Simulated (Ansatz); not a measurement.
Breaking a bond: NLi, lowest singlet found (which spin is the ground state isn't settled by this scan).

Levels: RKS-B3LYP = Ansatz (a quantum-chemistry and plane-wave program) with restricted B3LYP/aug-cc-pVDZ; RKS-CAM-B3LYP = restricted CAM-B3LYP/aug-cc-pVDZ (Ansatz); RKS-PBE = restricted PBE/aug-cc-pVDZ (Ansatz); FCI = full CI/aug-cc-pVDZ, frozen core in Ansatz.

Cost and accuracy over the 20 points of the scan, with FCI as yardstick. Costs are rough ratios of core time within Ansatz on shared cores, each with its mean field (Kohn-Sham runs search longer for lower solutions than correlated ones do); the miss is the largest error against full CI of the curve after the mean shift, in kcal/mol.

**Question.** Which is the cheapest of these levels that stays within 17 kcal/mol of FCI?

**Answer.** RKS-PBE.

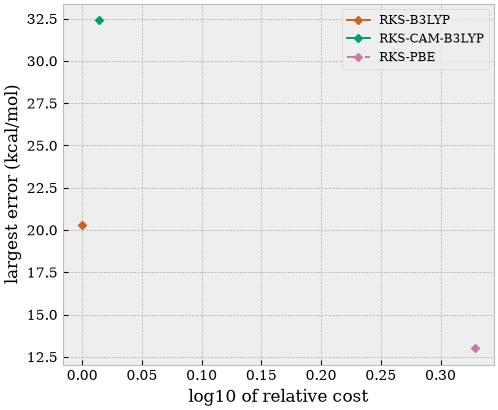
Figure. Miss against cost, one point a level.

```json
[
 {"level": "RKS-B3LYP", "relative cost": "1", "largest error": "20.3"},
 {"level": "RKS-CAM-B3LYP", "relative cost": "1", "largest error": "32.4"},
 {"level": "RKS-PBE", "relative cost": "2", "largest error": "13.0"}
]
```

Costs within a factor of two of each other count as equal.

The scan ran from 1.42 to 6.77 Å; beyond the distances shown full CI changes its symmetry label. The restricted form behind RKS-B3LYP, RKS-CAM-B3LYP, RKS-PBE keeps the bonding electrons paired and can't separate into open-shell fragments. Also computed but left out beside FCI, since their determinant holds another spin at the minimum (<S²> over 0.7 above the pure value): UHF, UMP2, UCCSD, UCCSD(T), UCCSDT, UCCSDT(Q), UKS-B3LYP, UKS-CAM-B3LYP, UKS-PBE, UKS-B3LYP/6-31G*, UHF/STO-3G, UKS-B3LYP/LANL2DZ, UHF/3-21G.
